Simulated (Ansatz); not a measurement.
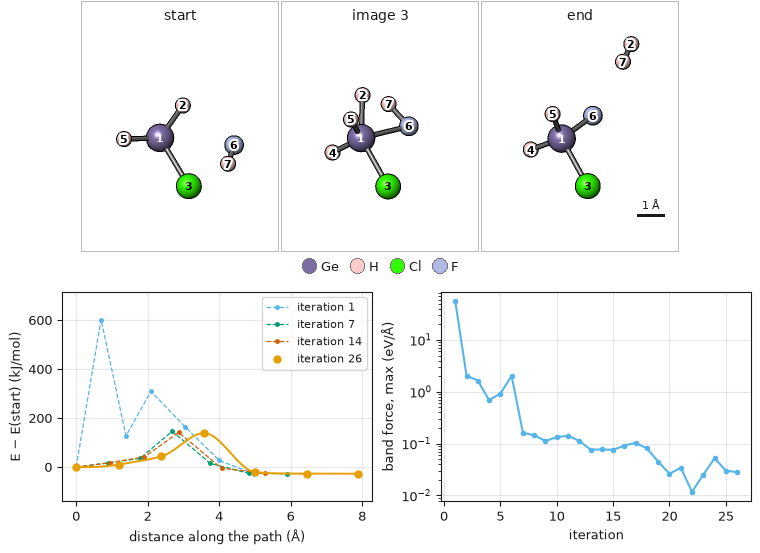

NEB run on GeH4ClF. Images are numbered from 0 (start) to 6 (end). The plot follows the band through its iterations. Style: ball-and-stick. Shown at a tilt.

The calculation used RKS PBE/def2-SVP in Ansatz. Settings: 5 movable images; climbing image; force threshold 0.03 eV/Å; iteration limit 60; starting path through a guess of the saddle point.

### Did the band converge, and can the barrier be trusted?

The result is final at these settings. The band converged in 26 iterations. The largest component of the band force went from 56 to 0.028 eV/Å. The climbing image converged on the top of the path. Its vibrational analysis gives one imaginary mode (828i cm⁻¹), as a transition state must have. The first iteration put the highest image at 602.7 kJ/mol. The highest point, image 3, lies 138.8 kJ/mol above the start and 165.7 kJ/mol above the end; the end is at −27.0 kJ/mol relative to the start.

Cost: 2.4 min on 2 threads of Arm Neoverse V1, with other jobs on the host, peak memory 0.12 GiB.
